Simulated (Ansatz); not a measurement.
Energy landscape of H₂Si, singlet: map of symmetric stretch and bend. Scanned: Si-H bond length and H-Si-H angle.

Calculation: Ansatz (a first-principles code) with CCSD(T) on RHF/aug-cc-pVTZ, frozen core.

Energy in mEh above the lowest grid point; x is the Si-H bond length (Å), y the H-Si-H angle (°).

```
y \ x   1.29   1.39   1.46   1.54   1.62   1.69   1.77   1.84   1.92      2   2.05
-----  -----  -----  -----  -----  -----  -----  -----  -----  -----  -----  -----
180    133.2  109.8  105.8  109.8  120.0  132.3  148.7  149.8  145.8      —  191.8
173    131.2  107.4  102.9  106.0  114.4  123.2  131.9  137.7  143.3  148.5  151.8
163    122.1   96.6   90.5   91.1   96.5  103.0  111.0  118.1  126.3  134.5  139.7
153    107.7   80.3   72.8   71.8   76.0   82.1   90.6   98.9  108.8  119.0  125.3
143     91.3   62.5   54.2   52.5   56.5   62.9   72.2   81.5   92.8  104.5  111.9
133     75.4   45.8   37.1   35.2   39.3   46.1   56.3   66.5   79.0   91.9  100.1
123     61.6   31.6   22.6   20.8   25.1   32.4   43.2   54.2   67.6   81.5   90.3
113     51.2   20.7   11.7    9.8   14.4   21.9   33.3   44.8   58.9   73.6   82.9
103     45.0   14.0    4.7    2.7    7.3   15.1   26.7   38.5   53.2   68.4   77.9
93      43.6   11.9    2.2    0.0    4.4   12.1   23.8   35.7   50.5   65.9   75.7
83      47.6   15.0    4.7    2.0    6.0   13.3   24.8   36.5   51.2   66.5   76.2
70      61.5   27.3   16.0   12.1   15.0   21.6   32.2   43.3   57.3   72.0   81.3
```

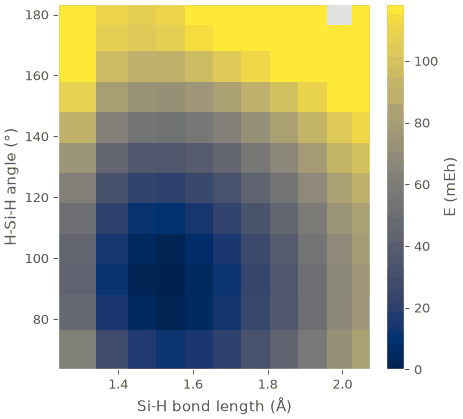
Figure: Energy surface, cut off at 119 mEh.

Points that lie below all their neighbours on the grid (none is named beside a point without a result): x = 1.54, y = 93 (0.0 mEh).

A dash means that the run gave no value there, or that the column was ended at a point which the program doubted or which failed a test of continuity chosen for this set; such a test can also cut sound points.
